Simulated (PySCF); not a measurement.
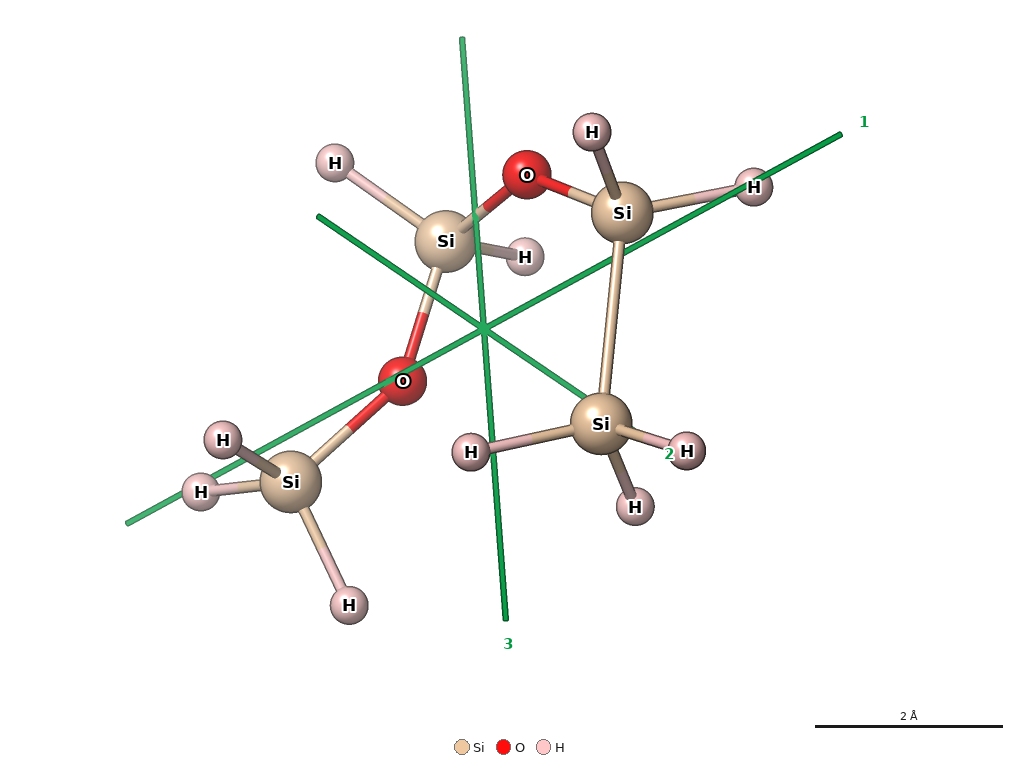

The three principal axes of inertia are drawn and numbered. Distant atoms are faded towards the background colour. Computed geometry: PBE0-D3(BJ)/def2-SVP optimisation. No frequency run is at hand to confirm it as a minimum. Masses are those of the most abundant isotopes; constants are for the rigid equilibrium geometry.

Which line is the a axis (least moment of inertia), which b and which c?

a is line 1, b is line 3, c is line 2; the moments are 283, 489, 729 u Å².

Classify the rotor and give the rotational constants (GHz).

An asymmetric top (C1): A = 1.78, B = 1.03, C = 0.694 GHz. Ray's parameter κ is −0.38, nearer the prolate limit.
